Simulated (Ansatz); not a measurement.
## TiTeS monolayer, Janus under uniaxial strain along a, the zigzag direction, with the width clamped

Wanted: the shifts of the zone-centre modes of TiTeS monolayer, Janus with strain.

Calculated with Ansatz 0.2.0; DFT PBEsol, scalar-relativistic, plane waves, PAW; PAW set soft_1.

## 1. Set-up

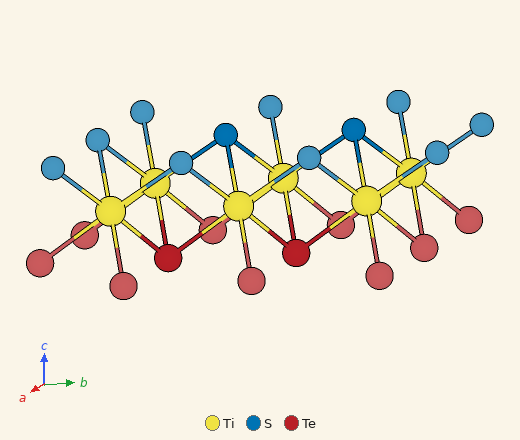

The cell as given, slightly off an axis (titanium yellow, sulfur blue, tellurium red). 1×2×1 cells are drawn. Some periodic images of atoms are drawn too.

The cell holds 3 atoms: 1 Ti, 1 S and 1 Te. Cell: a = 3.500 Å, b = 3.500 Å, c = 30.000 Å, α = 90.0°, β = 90.0°, γ = 120.0°. Vacuum lies along c. The height across the vacuum is the one that the program set for its solve, not the one typed.

As a file:

```cif
data_structure
_symmetry_space_group_name_H-M 'P 1'
_symmetry_Int_Tables_number 1
_cell_length_a 3.5000
_cell_length_b 3.5000
_cell_length_c 30.0000
_cell_angle_alpha 90.000
_cell_angle_beta 90.000
_cell_angle_gamma 120.000
_cell_volume 318.26
loop_
_atom_site_label
_atom_site_type_symbol
_atom_site_fract_x
_atom_site_fract_y
_atom_site_fract_z
_atom_site_occupancy
Ti1 Ti 0.00000 0.00000 0.33333 1
S2 S 0.33333 0.66667 0.38333 1
Te3 Te 0.66667 0.33333 0.28000 1
```

## 2. A rough relaxation first

The start is far from rest, so a relaxation with loose tolerances brings it close first. The program lengthens the typed cell of 20.0 Å along the normal to 30.0 Å, as its cut-off of the electrostatics needs, and moves no atom.

Input file input.yaml:

```yaml
crystal:
  lattice:
    - [3.5, 0.0, 0.0]
    - [-1.75, 3.03109, 0.0]
    - [0.0, 0.0, 20.0]
  atoms:
    - { symbol: Ti, position: [0.0, 0.0, 0.5] }
    - { symbol: S, position: [0.333333, 0.666667, 0.575] }
    - { symbol: Te, position: [0.666667, 0.333333, 0.42] }
  periodic: [true, true, false]
kpoints:
  mp_grid: { grid: [6, 6, 1] }
hamiltonian:
  xc: pbesol
  pseudopotentials: { kind: paw, azcp: { folder: soft_1 }, xc_functional: pbe }
scf:
  occupations: { method: gaussian, width: 0.1 }
output:
  forces: true
  stress: true
  eigenvalues: true
relax:
  adjacent_minimum: "off"
  f_tol: 0.05
  max_steps: 80
  cell: { stress_2d_tol: 0.02 }
```

Launch:

```
ansatz run input.yaml --threads 4 --pin off --max-ram 16384MiB --backend cpu --events-out ev --progress --plain --runs-dir out
```

Numbers of over 12 decimals in the logs are rounded to 6 here.

The program printed:

```text
[...]
F+E_penalty+E_count = -10263.48836799 eV   max|allowed force component| = 7.083e-5 eV/Å   (the final SCF, on the basis selected at the relaxed cell)
  cell:  # Å, volume = 324.4559 Å³
    - [3.533881, 0.0, 0]
    - [-1.766940, 3.060431, 0]
    - [0, 0, 30.0]
  atoms:
    - { symbol: Ti, position: [6.885875289440056e-18, 0, 0.339600] }
    - { symbol: S, position: [0.333333, 0.666667, 0.380260] }
    - { symbol: Te, position: [0.666667, 0.333333, 0.276807] }
[key lines of the parts left out:]
SCF converged after 8 iterations
Free energy (F): -10263.488368 eV
Fermi energy:    -4.937167 eV
P = ½ c Tr σ = -0.0023 N/m
```

Wall time 17 s (4 threads of Arm Neoverse V1, shared host); peak memory 0.59 GiB; 63 s of CPU time.

Step by step:

```csv
step,energy less that of the first step (eV),largest force component (eV/Å),volume (Å³)
1,0.0000,4.3289,318.26
2,-0.5873,0.6370,321.37
3,-0.6199,0.2255,326.11
4,-0.6232,0.0162,324.97
5,-0.6233,0.0037,324.60
6,-0.6233,0.0000,324.46
7*,-0.6236,0.0001,324.46
```

Relaxation steps marked * repeat the geometry before them on a plane-wave basis chosen anew for their cell, so energy and pressure can jump there.

Forces are held to the 6 operations that the run works with; a distortion that breaks them can't arise in this run.

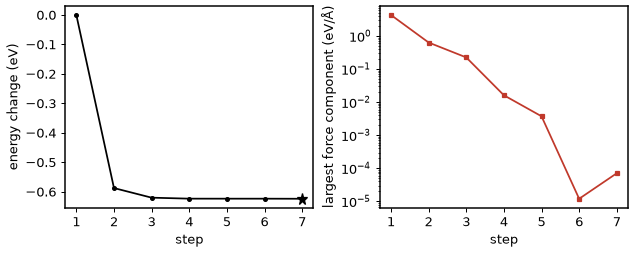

Energy and largest force along the relaxation. Stars mark steps on a basis chosen anew.

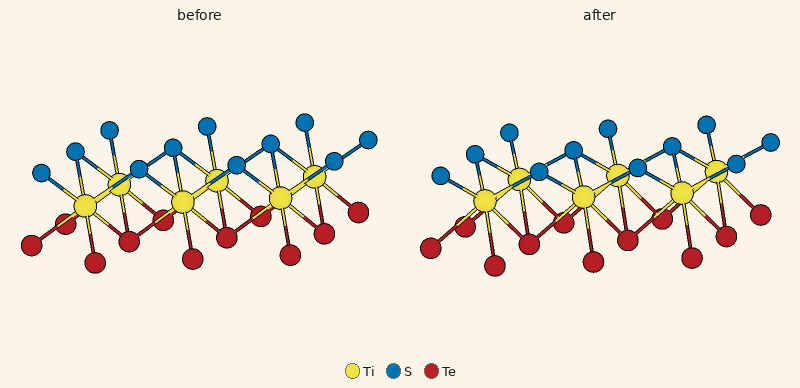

Before and after, at one scale.

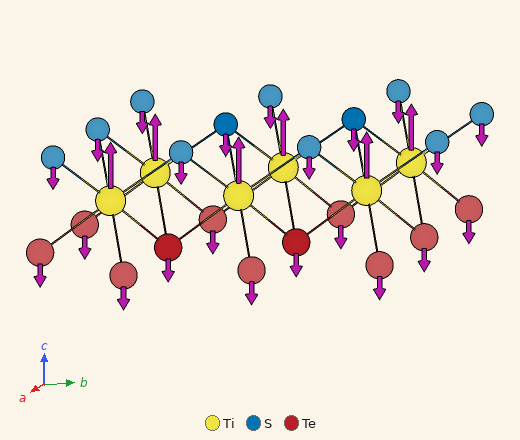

Displacements in the relaxation, exaggerated, measured against the changing cell; the longest in the cell stands for 0.19 Å. 1×2×1 cells are drawn. Some periodic images of atoms are drawn too.

```csv
cell as run,before,after,change
a (Å),3.500,3.534,+1.0 %
b (Å),3.500,3.534,+1.0 %
```

The atoms that moved most (Å, along periodic axes as changes of fractional coordinates times the final cell, across vacuum about the mean position):

```csv
atom,dx,dy,dz,length
Ti1,0.000,0.000,0.188,0.188
Te3,0.000,0.000,-0.096,0.096
S2,0.000,0.000,-0.092,0.092
```

The relaxed structure:

```
Ti S Te
1.0
     3.53388    0.00000    0.00000
    -1.76694    3.06043    0.00000
     0.00000    0.00000   30.00000
Ti S Te
1 1 1
Direct
  0.00000 0.00000 0.33960
  0.33333 0.66667 0.38026
  0.66667 0.33333 0.27681
```

Numbers from this step:

| Property | Result |
| --- | --- |
| gap on the k-mesh | 0 eV |
| area per atom | 3.605 Å² |

The relaxation ends with a largest force component of 7.1e-5 eV/Å.

## 3. Bringing the structure to rest

The cell and atoms are relaxed, since residual forces and stress would shift the frequencies.

input.yaml, the sections that differ from step 2:

```yaml
crystal:
  lattice:
    - [3.5338809099, 0.0, 0.0]
    - [-1.766940455, 3.060430642, 0.0]
    - [0.0, 0.0, 30.0]
  atoms:
    - { symbol: Ti, position: [0.0, 0.0, 0.3395998532] }
    - { symbol: S, position: [0.3333333333, 0.6666666667, 0.38025988] }
    - { symbol: Te, position: [0.6666666667, 0.3333333333, 0.2768069335] }
  periodic: [true, true, false]
kpoints:
  mp_grid: { grid: [15, 15, 1] }
relax:
  adjacent_minimum: "off"
  f_tol: 0.005
  max_steps: 80
  cell: { stress_2d_tol: 0.02 }
# hamiltonian, scf, output: as in step 2
```

The program printed:

```text
[...]
Crystal: 3 atoms, lattice volume = 324.456 Å³
Basis set: ecut = 420 eV, 6299 PW (Γ), exchange–correlation on 48×48×432 points (8 copies of the dense FFT grid, shifted against one another)
Bands: 21, of which v1, the nominal top of the filled ones, is band 17 counted from 1 (16 counted from 0)
Symmetry: 6 space group operations
[...]
k-points: 27 of 225 (time reversal used)
[...]
--- Relaxed structure (4 steps of the walk, 4 accepted, 1 SCFs on fresh bases) ---
[...]
cell:  # Å, volume = 321.9045 Å³
    - [3.519959, 2.875381627424266e-11, 0]
    - [-1.759980, 3.048374, 0]
    - [0, 0, 30.0]
  atoms:
    - { symbol: Ti, position: [0, 0, 0.339575] }
    - { symbol: S, position: [0.333333, 0.666667, 0.380630] }
    - { symbol: Te, position: [0.666667, 0.333333, 0.276462] }
[key lines of the parts left out:]
SCF converged after 8 iterations
Free energy (F): -10263.500854 eV
Fermi energy:    -4.884548 eV
P = ½ c Tr σ = -0.0017 N/m
```

Elapsed: 34 s, on 4 threads; peak memory 0.7 GiB; 2.2 min of CPU time.

Step by step:

```csv
step,energy less that of the first step (eV),largest force component (eV/Å),volume (Å³)
1,0.0000,0.0414,324.46
2,-0.0006,0.0714,322.61
3,-0.0009,0.0163,322.35
4,-0.0010,0.0012,321.90
5*,-0.0009,0.0012,321.90
```

Relaxation steps marked * repeat the geometry before them on a plane-wave basis chosen anew for their cell, so energy and pressure can jump there.

Forces are held to the 6 operations that the run works with; a distortion that breaks them can't arise in this run.

```csv
cell as run,before,after,change
a (Å),3.534,3.520,-0.4 %
b (Å),3.534,3.520,-0.4 %
```

The atoms that moved most (Å, along periodic axes as changes of fractional coordinates times the final cell, across vacuum about the mean position):

```csv
atom,dx,dy,dz,length
S2,0.000,0.000,0.011,0.011
Te3,0.000,0.000,-0.010,0.010
```

Final coordinates:

```
Ti S Te
1.0
     3.51996    0.00000    0.00000
    -1.75998    3.04837    0.00000
     0.00000    0.00000   30.00000
Ti S Te
1 1 1
Direct
  0.00000 0.00000 0.33957
  0.33333 0.66667 0.38063
  0.66667 0.33333 0.27646
```

This step gave:

| Item | Value |
| --- | --- |
| area per atom | 3.577 Å² |

The relaxation ends with a largest force component of 0.0012 eV/Å.

## 4. Tight relaxation

Phonons need small forces and stress, so the relaxation is finished with tight tolerances on 15×15×1 k points.

Input file input.yaml:

```yaml
crystal:
  lattice:
    - [3.5199590756, 0.0, 0.0]
    - [-1.7599795378, 3.0483739797, 0.0]
    - [0.0, 0.0, 30.0]
  atoms:
    - { symbol: Ti, position: [0.0, 0.0, 0.3395746393] }
    - { symbol: S, position: [0.3333333333, 0.6666666667, 0.3806300945] }
    - { symbol: Te, position: [0.6666666667, 0.3333333333, 0.276461933] }
  periodic: [true, true, false]
kpoints:
  mp_grid: { grid: [15, 15, 1] }
hamiltonian:
  xc: pbesol
  pseudopotentials: { kind: paw, azcp: { folder: soft_1 }, xc_functional: pbe }
scf:
  occupations: { method: methfessel_paxton, width: 0.2 }
output:
  forces: true
  stress: true
  eigenvalues: true
  write_density: true
  write_potential: true
  elf: true
  volumetric_format: npy
relax:
  adjacent_minimum: "off"
  f_tol: 0.001
  max_steps: 60
  cell: { stress_2d_tol: 0.002 }
```

The program printed:

```text
[...]
Crystal: 3 atoms, lattice volume = 321.905 Å³
Basis set: ecut = 420 eV, 6239 PW (Γ), exchange–correlation on 48×48×432 points (8 copies of the dense FFT grid, shifted against one another)
Bands: 21, of which v1, the nominal top of the filled ones, is band 17 counted from 1 (16 counted from 0)
Symmetry: 6 space group operations
[...]
k-points: 27 of 225 (time reversal used)
[...]
k-point 26: bands = [... 13 lower, -9.2433, -8.1638, -7.5480, -7.2390, -3.9858, -3.8662, -3.7990, -2.4618]
--- Relaxed structure (4 steps of the walk, 3 accepted, 1 SCFs on fresh bases) ---
[...]
cell:  # Å, volume = 322.0247 Å³
    - [3.520616, 0.0, 0]
    - [-1.760308, 3.048943, 0]
    - [0, 0, 30.0]
  atoms:
    - { symbol: Ti, position: [0, 0, 0.339560] }
    - { symbol: S, position: [0.333333, 0.666667, 0.380607] }
    - { symbol: Te, position: [0.666667, 0.333333, 0.276499] }
[key lines of the parts left out:]
SCF converged after 8 iterations
Free energy (F): -10263.496690 eV
Fermi energy:    -4.875622 eV
P = ½ c Tr σ = -0.0001 N/m
```

Wall time 33 s (4 threads); peak memory 0.7 GiB.

Little changed from the start: no atom moved by 0.005 Å and no cell edge by 0.1 %.

Numbers from this step:

```
area per atom : 3.578 Å²
```

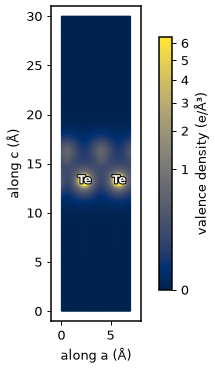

Valence density in the ac plane at fractional y = 0.333, with atoms of Te within 0.2 Å of it. It is the smooth field of the valence electrons, not physical close to the nuclei. The colour scale is stretched toward low values.

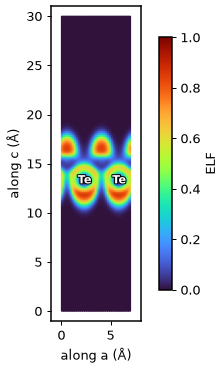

ELF in the ac plane at fractional y = 0.333, with atoms of Te within 0.2 Å of it. It is the smooth field of the valence electrons, not physical close to the nuclei.

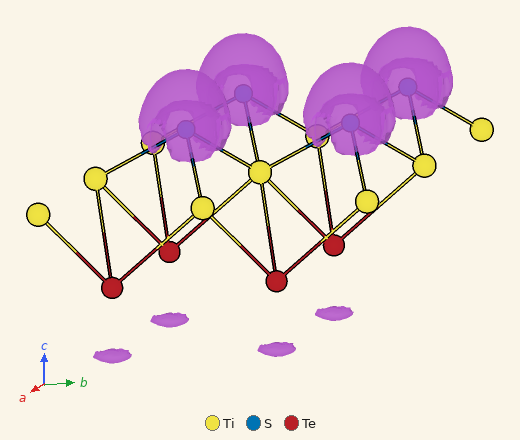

Surface of ELF = 0.84. 2×2×1 cells are drawn.

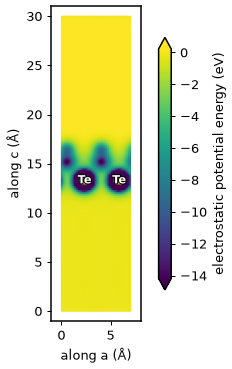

Electrostatic potential energy in the ac plane at fractional y = 0.333, with atoms of Te within 0.2 Å of it. With pseudopotentials it is smooth inside the atoms' cores, unlike the true potential.

The largest force component left is 0.10 meV/Å, within the tolerances set.

## 5. Zone-centre response at rest

Phonons follow from the second derivative of the energy, found here by linear response.

The modes at rest are the reference of the series.

input.yaml, the sections that differ from step 4:

```yaml
crystal:
  lattice:
    - [3.5206158462, 0.0, 0.0]
    - [-1.7603079231, 3.0489427598, 0.0]
    - [0.0, 0.0, 30.0]
  atoms:
    - { symbol: Ti, position: [0.0, 0.0, 0.3395603608] }
    - { symbol: S, position: [0.3333333333, 0.6666666667, 0.3806069914] }
    - { symbol: Te, position: [0.6666666667, 0.3333333333, 0.2764993147] }
  periodic: [true, true, false]
output:
  eigenvalues: true
phonons:
  method: dfpt
# kpoints, hamiltonian, scf: as in step 4
# relax: removed
```

The program printed:

```text
[...]
Crystal: 3 atoms, lattice volume = 322.025 Å³
Basis set: ecut = 420 eV, 6239 PW (Γ), exchange–correlation on 48×48×432 points (8 copies of the dense FFT grid, shifted against one another)
Bands: 21, of which v1, the nominal top of the filled ones, is band 17 counted from 1 (16 counted from 0)
Symmetry: 6 space group operations
k-points: 64 of 225 (irreducible under 2 space group operations, time reversal used)
[...]
SCF iter   1: F=—  HF=-10264.170167 eV  |F-HF|=—  |Δ(HF+E_count)|=         —  Δρ=1.92e-2  dr2=3.24e0  ethr=3.10e-3  ⟨swp⟩=15.1  Hψ=11600  notcnv=0
[...]
SCF iter  13: F=-10263.496690 eV  HF=-10263.496690 eV  |F-HF|=2.91e-11  |Δ(HF+E_count)|=  8.15e-10  S|Δr|=    0.00e0  Δρ=1.75e-8  dr2=2.77e-12  ethr=1.00e-12  ⟨swp⟩=14.7  Hψ=10658  notcnv=0
SCF 1 converged in 13 iterations: F = -10263.496690 eV  dr2 = 2.77e-12
[...]
DFPT response loops at Γ: preconditioner auto → none (partly filled bands, converged f_vac=0.762); β = 0.50; Broyden in place of MSR1
SCF converged after 13 iterations
[...]
Free energy (F): -10263.496690 eV
[...]
Internal energy: -10263.498750 eV  (E = F + TS)
E sigma→0 (E₀):  -10263.497205 eV
Entropy (-TS):   0.002060 eV (0.687 meV/atom)
Fermi energy:    -4.875621 eV
[...]
--- Band table (eV; the first three rows and the last of 64) ---
  k-point 0: bands = [... 13 lower, -7.9545, -7.1194, -4.6356, -4.6356, -3.8520, -3.7928, -3.7928, -1.2593]
  k-point 1: bands = [... 13 lower, -7.9453, -6.9788, -4.8879, -4.7777, -4.1898, -3.6792, -3.5212, -1.5917]
  k-point 2: bands = [... 13 lower, -7.9234, -6.7625, -5.6634, -5.0484, -4.3759, -3.5048, -3.4282, -2.1053]
  k-point 63: bands = [... 13 lower, -8.3374, -8.1728, -7.1397, -6.8179, -4.4740, -3.7369, -3.5058, -2.4662]
--- Phonons (Γ-DFPT): 6 representative perturbations + reference, on 64 of 225 k-points (Σ response iterations 31) ---
  k mesh reduced under 2 symmetry operations, with k and −k counted as one. Each operation leaves every solved perturbation unchanged. A smaller set is not used because it would not reduce the number of displacements times k-points to solve
  ASR residual: 5.863e-5 → 0.000e0 eV/Å²; symmetrization residual: 2.982e-5 eV/Å²
  ASR residual per site (eV/Å²): 5.25e-5 2.76e-5 5.86e-5
  Γ frequencies (cm⁻¹): 0.00 0.00 0.00 120.36 120.36 205.01 265.04 265.04 367.94
  non-analytic LO–TO correction: not included (Born effective charges unavailable; polar crystals: no LO–TO splitting at Γ)
```

It took 1.8 min on 4 threads; peak memory 1.8 GiB; 7.1 min of CPU time.

Numbers from this step:

- sum-rule residual before enforcement: 5.86e-5 eV/Å²
- point group: 3m
- highest optical mode at the zone centre (no LO-TO term): 367.9 cm⁻¹
- lowest optical zone-centre mode: 120.4 cm⁻¹

Patterns of degenerate modes are one choice out of their space. Modes at Γ, with each element's share of the kinetic energy:

```csv
mode,frequency (cm⁻¹),symmetry,Ti %,S %,Te %
1,0.0,acoustic,23,15,61
2,0.0,acoustic,23,15,61
3,0.0,acoustic,23,15,61
4,120.4,E,39,23,38
5,120.4,E,39,23,38
6,205.0,A1,18,46,36
7,265.0,E,38,62,0
8,265.0,E,38,62,0
9,367.9,A1,59,38,3
```

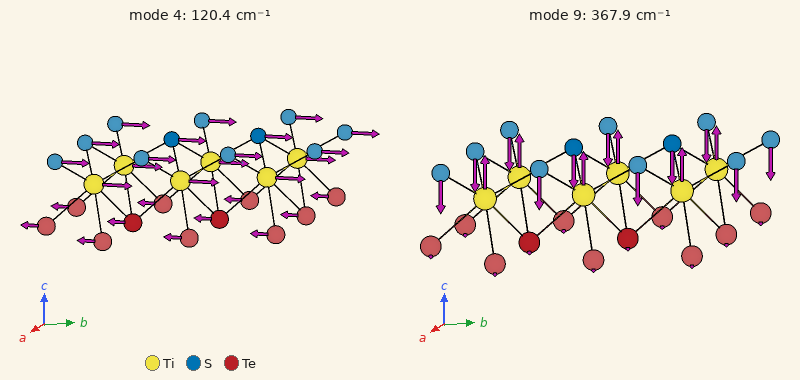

Displacement patterns of modes 4 and 9 at Γ; arrows are exaggerated. 1×2×1 cells are drawn. Some periodic images of atoms are drawn too.

Before it was imposed, the acoustic sum rule was missed by 5.9e-5 eV/Å². Small misses are needed for a sound result but don't prove that mesh and cutoff are converged. The lowest optical mode is real, 120 cm⁻¹.

## 6. Relaxation of a member: uniaxial strain of +5 % along a, the zigzag direction, with the width clamped

The cell takes a uniaxial strain of +5 % along a, the zigzag direction, with the width clamped. The cell is held, and the atoms relax in it.

input.yaml, the sections that differ from step 5:

```yaml
crystal:
  lattice:
    - [3.6966466386, 0.0, 0.0]
    - [-1.8483233193, 3.0489427598, 0.0]
    - [0.0, 0.0, 30.0]
  atoms:
    - { symbol: Ti, position: [-0.0013988866, -0.0027977733, 0.339814104] }
    - { symbol: S, position: [0.3372427165, 0.6744854329, 0.3793032529] }
    - { symbol: Te, position: [0.6641561701, 0.3283123403, 0.27754931] }
  periodic: [true, true, false]
output:
  forces: true
  stress: true
  eigenvalues: true
relax:
  adjacent_minimum: "off"
  f_tol: 0.001
  max_steps: 60
# kpoints, hamiltonian, scf: as in step 5
# phonons: removed
```

The program printed:

```text
[...]
--- Relaxed structure (6 steps of the walk, 6 accepted, 0 SCFs on fresh bases) ---
  F+E_penalty+E_count = -10263.45088090 eV   max|allowed force component| = 5.376e-5 eV/Å
  cell:  # Å, volume = 338.1259 Å³
    - [3.6966466386, 0.0, 0.0]
    - [-1.8483233193, 3.0489427598, 0.0]
    - [0.0, 0.0, 30.0]
  atoms:
    - { symbol: Ti, position: [-0.00176738, -0.00353475, 0.339883] }
    - { symbol: S, position: [0.338151, 0.676303, 0.378988] }
    - { symbol: Te, position: [0.663616, 0.327232, 0.277796] }
[key lines of the parts left out:]
SCF converged after 6 iterations
Free energy (F): -10263.450881 eV
Fermi energy:    -4.888021 eV
P = ½ c Tr σ = -1.6951 N/m
```

The job ended after 78 s (4 threads; peak memory 0.88 GiB; 5.1 min of CPU time).

Relaxation path:

```csv
step,energy less that of the first step (eV),largest force component (eV/Å)
1,0.0000,0.0892
2,-0.0003,0.0878
3,-0.0008,0.0160
4,-0.0008,0.0066
5,-0.0008,0.0020
6,-0.0008,0.0001
```

Forces are held to the 2 operations that the run works with; a distortion that breaks them can't arise in this run.

The atoms that moved most (Å):

```csv
atom,dx,dy,dz,length
S2,0.000,0.006,-0.009,0.011
Te3,0.000,-0.003,0.007,0.008
```

The relaxed structure:

```
Ti S Te
1.0
     3.69665    0.00000    0.00000
    -1.84832    3.04894    0.00000
     0.00000    0.00000   30.00000
Ti S Te
1 1 1
Direct
  0.99823 0.99647 0.33988
  0.33815 0.67630 0.37899
  0.66362 0.32723 0.27780
```

Numbers from this step:

```yaml
area_per_atom: 3.757 Å²
```

The largest force component left is 0.054 meV/Å.

[end of part 1 of 2]

[Logs are printed without paths, hosts, clocks, repeated set-up lines and the standing remarks that a program may print on its own settings, such as how far it seeks lower states.]

[Hosts, paths, dates, database ids (printed as entryN), source tags and the programs' standing remarks are cut or masked in the printed files.]
